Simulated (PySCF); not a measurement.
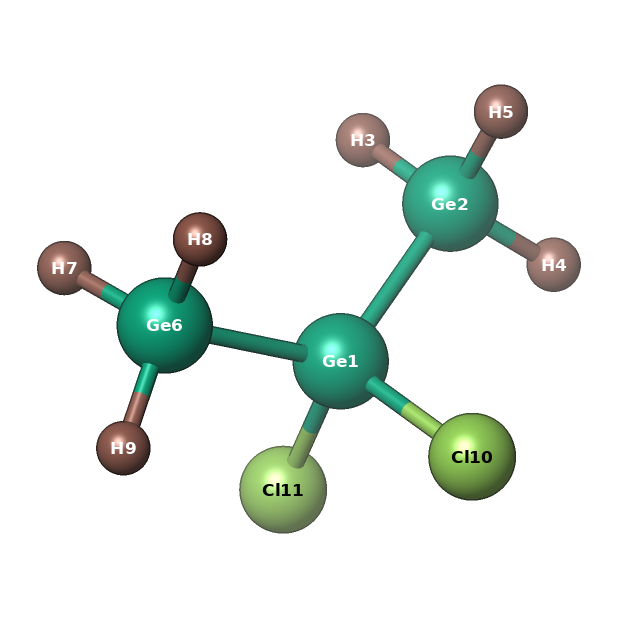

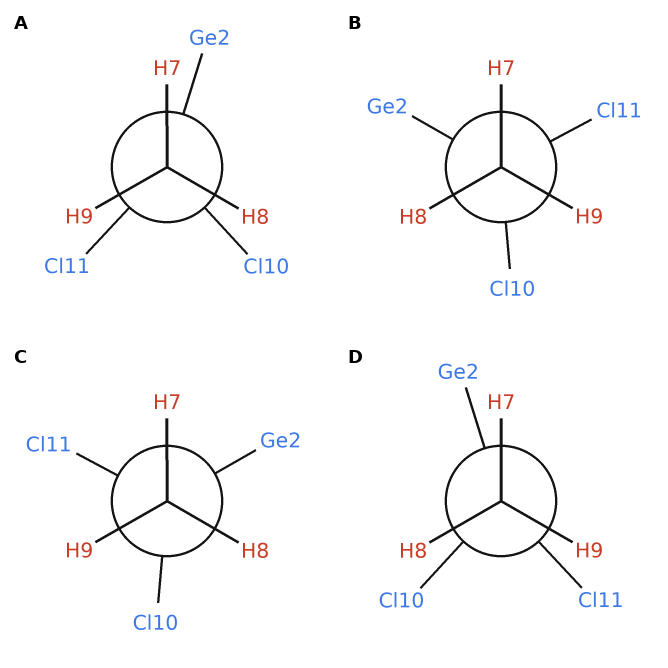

Depth is shown by fading: the farther an atom, the more it takes the colour of the background. Bonds that would overlap in a projection are set slightly apart. The geometry was computed by an optimisation with PBE0-D3(BJ)/def2-SVP. No frequency run is at hand to confirm it as a minimum.

**Which Newman projection shows the view along Ge6–Ge1, with Ge6 in front?**

C. The torsion angle H7–Ge6–Ge1–Ge2 is 60°, synclinal (gauche).
